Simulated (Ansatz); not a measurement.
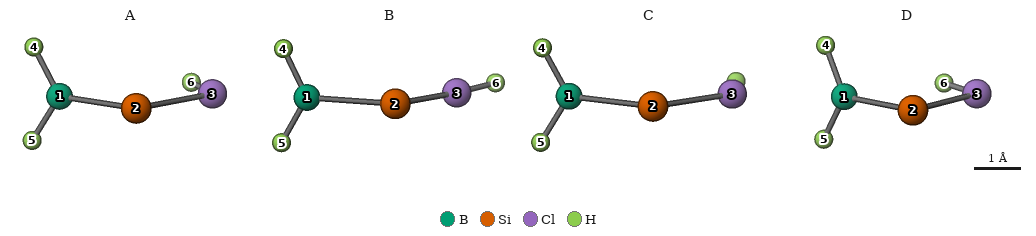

4 geometries from one relaxation of BSiH$_{3}$Cl (charge +1), in shuffled order. Style: ball-and-stick. Shown at a tilt.

It is one of the separated reactants of a reaction.

These are results of RKS PBE-D4/def2-SVP (Ansatz), not measurements. (force threshold 0.03 eV/Å; at most 250 steps)

Q: Put them in the order of the run, from the start to the converged end.

A: B, C, A, D. They are steps 0, 3, 6, 13, at +191.8 kJ/mol, +31.6 kJ/mol, +6.67 kJ/mol relative to the last. The energy falls by 191.8 kJ/mol in 13 geometry steps. The largest force component goes from 4.6 to 0.012 eV/Å. H6 moves most after the best rigid fit: 1.52 Å. By element the largest moves are H 1.52 Å, Si 0.72 Å, B 0.44 Å, Cl 0.18 Å. Among the contacts that change: Si2–Cl3 1.966 → 2.424 Å, B1–H4 1.189 → 1.218 Å, B1–Si2 2.009 → 2.035 Å, Cl3–H6 1.330 → 1.323 Å. Bond angles that change, for instance: Si2–Cl3–H6 176.0° → 111.8°, B1–Si2–Cl3 118.1° → 83.0°, H4–B1–H5 124.1° → 119.2°.
